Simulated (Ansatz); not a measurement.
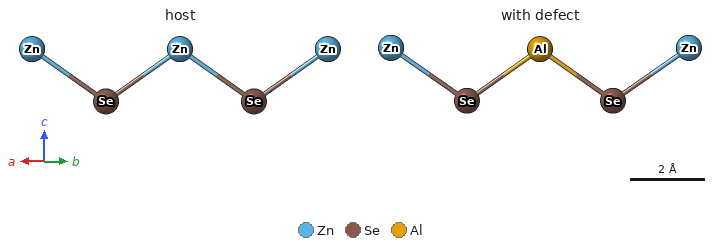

Left: perfect ZnSe. Right: the same region with one point defect, after relaxing the atoms in a supercell of 54 sites. A ball-and-stick model of the atoms within 4.6 Å of one point, in a slice 3.4 Å thick across the line of sight, seen along [110].

These are results of DFT, PBE, plane-wave PAW, default files, scalar-relativistic, frozen cores in Ansatz, not measurements. Settings: plane-wave cutoff 420 eV; k-point mesh 3 × 3 × 3; occupations fermi dirac; smearing width 0.01 eV; no spin polarisation. A uniform background neutralises the charged cell. The axes drawn are those of the host's conventional cell.

> Which defect is it?

A zinc atom is replaced by aluminium.

The charge state of the cell is +1.

> What does the relaxation do around it?

In the host the Zn atom has 4 Se at 2.45 Å; the Al atom ends with 4 Se at 2.42 Å. Of the host's atoms, a zinc atom moves furthest from its site, by 0.04 Å. Relaxing the atoms from the host's sites lowers the energy by 0.13 eV.

Limits of the set-up: the cell is charged, on a uniform background, and energies carry no finite-size correction.
